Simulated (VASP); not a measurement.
Energy against volume of LiH (rock salt). All values below come from optB86b-vdW, VASP's PBE PAW potentials (set 64) (plane waves; VASP 6.6.1).

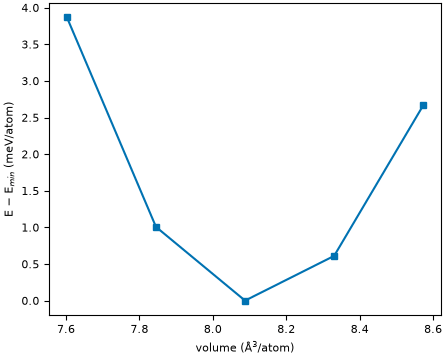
Figure: Energy against volume

Question: Estimate the equilibrium volume and the bulk modulus.

Answer: The minimum lies near 8.1 Å³/atom, and the curvature gives B0 of about 35 GPa.

The compound is LiH in the rock salt structure. It was relaxed first.
